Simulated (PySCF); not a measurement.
C$_{3}$F$_{4}$O$_{2}$, SMILES `O=C1C(F)(F)OC1(F)F`.

Level of theory: B3LYP/cc-pVDZ (PySCF), at a geometry from GFN2-xTB. No frequency check shows the geometry to be a minimum. Without diffuse functions Rydberg states are missing, so the states' numbers hold for this basis only.

Coordinates in Å:

```
O1      -0.0001    2.1300    0.0108
C2       0.0000    0.9545    0.0050
C3      -1.0347   -0.2130   -0.0014
F4      -1.8225   -0.3135    1.0699
F5      -1.8225   -0.2994   -1.0738
O6       0.0000   -1.1476   -0.0036
C7       1.0347   -0.2130   -0.0014
F8       1.8225   -0.2994   -1.0738
F9       1.8226   -0.3134    1.0699
```

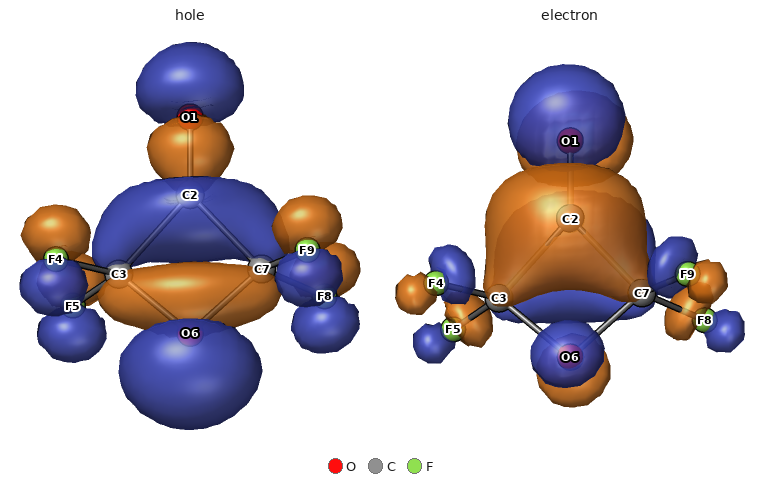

Leading natural transition orbital pair of S₃ (TDA singlet states); the surfaces enclose about 85 % of each orbital's density.

**Give its energy and the atoms that hole and electron lie on.**

7.15 eV (174 nm), f = 0.002; the leading pair carries 100 %; hole on O6 (43 %), O1 (13 %) and C2 (13 %), electron on C2 (40 %), O1 (32 %) and C3 and C7 (7 % each); their centroids lie 1.3 Å apart. In canonical orbitals it is mainly HOMO−2 → LUMO (98 %). The HOMO–LUMO gap is 5.61 eV.

The PySCF run took 3.8 min on 1 thread of AMD EPYC (Zen 3), with other jobs on the host, peak memory 0.68 GiB.
